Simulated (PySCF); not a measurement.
SMILES Fc1c(F)c(F)c(-c2ccccc2)c(F)c1F (C₁₂H₅F₅), singlet, GFN2-xTB optimised geometry. Atoms within 1.6 Å of the plane z = 0.0 Å (x, y, z in Å): F1 (-1.70, -4.09, 0.00), C2 (-1.03, -2.94, 0.00), C3 (-1.72, -1.73, 0.00), F4 (-3.06, -1.73, 0.00), C5 (-1.01, -0.54, 0.00), F6 (-1.69, 0.62, 0.00), C7 (0.38, -0.51, 0.00), C8 (1.12, 0.77, 0.00), C9 (1.48, 1.37, 1.21), C10 (2.17, 2.56, 1.20), C11 (2.52, 3.17, 0.01), C12 (2.16, 2.57, -1.19), C13 (1.47, 1.38, -1.20), C14 (1.05, -1.73, 0.00), F15 (2.38, -1.74, 0.00), C16 (0.36, -2.94, 0.00), F17 (1.02, -4.10, 0.00), H20 (3.06, 4.10, 0.01).

Computed with PySCF with PBE/def2-SVP. Cells within 0.4 Å of a nucleus heavier than hydrogen are left out (blank, or x).

Map of the Laplacian of the electron density (e/bohr⁵), clipped to [-1.50, 1.50] on the plane z = 0.0 Å:

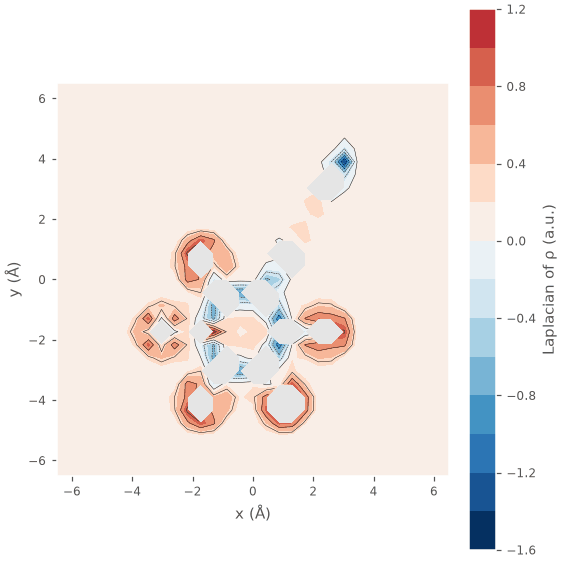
Figure: Laplacian of the electron density (e/bohr⁵), clipped to [-1.50, 1.50] on the plane z = 0.0 Å.
